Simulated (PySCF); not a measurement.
## A study: CH2F2, SMILES `FCF`

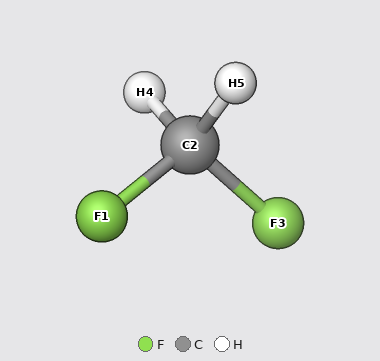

The molecule, with its atoms numbered as below. No frequency check shows the geometry to be a minimum.

Geometry (Å), atoms numbered from 1:

```
F1       1.0886    0.2890    0.0000
C2      -0.0000   -0.4993    0.0000
F3      -1.0886    0.2890    0.0000
H4       0.0000   -1.1036   -0.9174
H5       0.0000   -1.1036    0.9174
```

## 1. Bonding charge

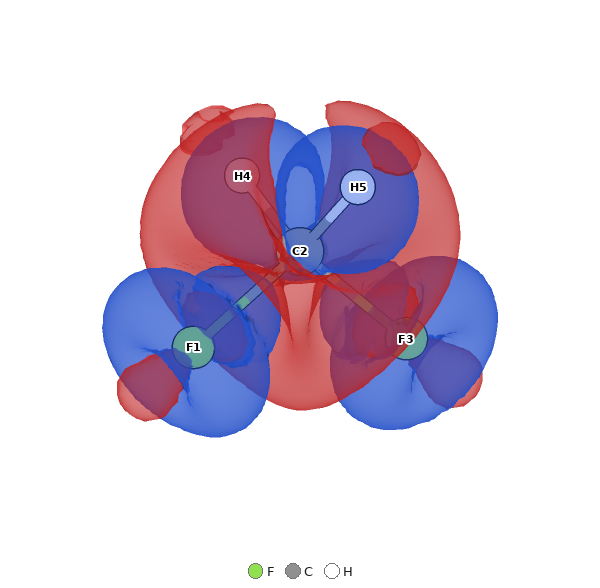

Deformation density (molecule less spherical, spin-averaged free atoms at the same positions), surfaces at ±0.04 e/Å³; blue: gain, red: loss.

Level of theory: ωB97X/def2-TZVP (PySCF), at a geometry from GFN2-xTB.

**How much density has each bond gained at its critical point, relative to the free atoms?**

C2–H4 and C2–H5: +0.89 e/Å³ at the bond critical point (bond length 1.10 Å, Mayer order 1.0). C2–F3 and F1–C2: +0.06 e/Å³ at the bond critical point (bond length 1.34 Å, Mayer order 1.1); up to 0.6 Å beside the axis the gain reaches +0.33 e/Å³. In all, 1.1 electrons gather in the regions of gain relative to the promolecule. A small or negative value marks a very polar bond, one between electron-rich atoms, whose free-atom densities already overlap strongly, a long bond to a heavier atom, or a closed-shell contact such as a hydrogen bond.

**Where do the Hirshfeld charges lie?**

The highest Hirshfeld charge is on C2 (+0.10 e), the lowest on F1 and F3 (−0.11 e).

| atom | charge (e) |
| --- | --- |
| F1 | −0.11 |
| C2 | +0.10 |
| F3 | −0.11 |
| H4 | +0.06 |
| H5 | +0.06 |

## 2. Electrostatic potential

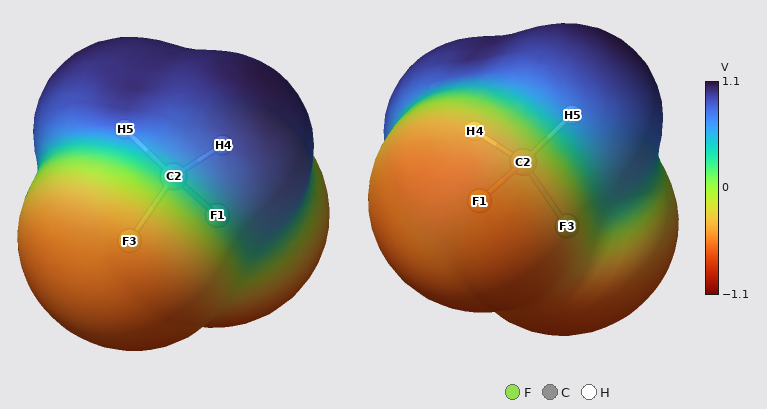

Electrostatic potential on the surface of electron density 0.001 a.u. (back view left, front view right).

**Where are the extremes of the potential on the surface?**

Highest: 1.07 V, 1.3 Å from H4, and at like points elsewhere. Lowest: −0.76 V, 1.7 Å from F1, and at like points elsewhere. The surface is sampled at points, so like sites can differ by a few per cent and only the strongest of them is named.

## 3. In an electric field

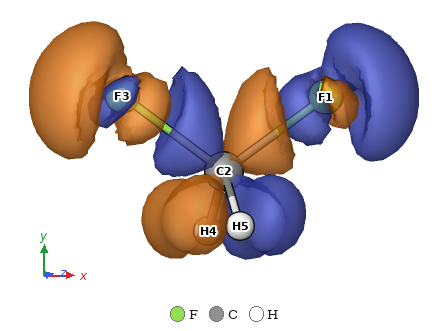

Change of the electron density in a uniform field of 0.21 V/Å, surfaces at ±0.002 e/Å³ (orange: gain, blue: loss).

Computed with PySCF, ωB97X/def2-TZVP, geometry: GFN2-xTB. A basis without diffuse functions makes polarisabilities too small.

**Along which Cartesian direction does the field point?**

Along +x: electrons gather on the −x side, against the field.

**How large is the response?**

The induced dipole is 0.16 D (along the field); α along this axis, from the fields in both directions, is 16 bohr³ (2.4 Å³).

**Which atoms gain and lose the most charge?**

Electrons gather most on F3 (Hirshfeld charge changes by −0.007 e) and leave F1 most (+0.007 e); 0.020 electrons are displaced in all.

## 4. Removing or adding an electron

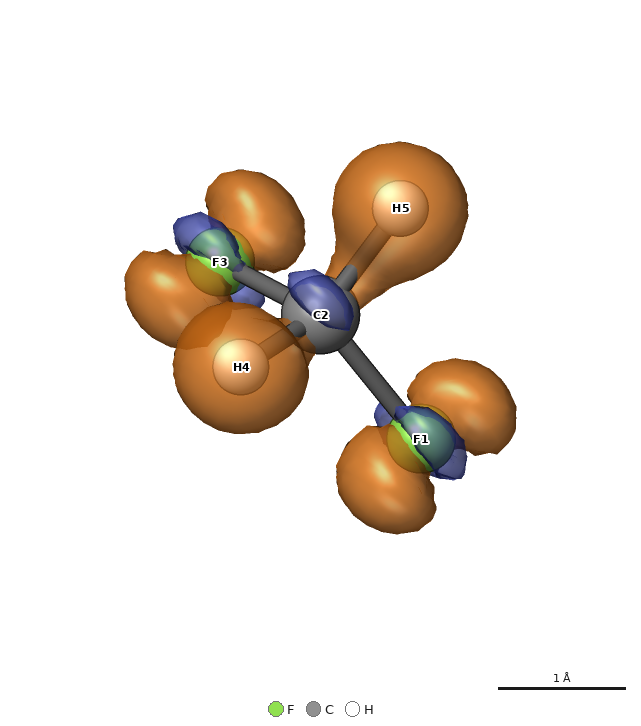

Fukui function f⁻ = ρ(N) − ρ(N−1) at fixed geometry, surfaces at ±0.08 e/Å³ (orange positive, blue negative).

**Which atoms respond most to the removal of an electron?**

f⁻ (Hirshfeld-condensed) is largest on F1 and F3 (0.24 each), C2 (0.18) and H4 and H5 (0.17 each); the vertical ionisation energy is 13.03 eV. Condensed values hint at sites of electrophilic attack but needn't mark the atom that reacts. Orbital relaxation makes it negative in places (0.10 e in all).
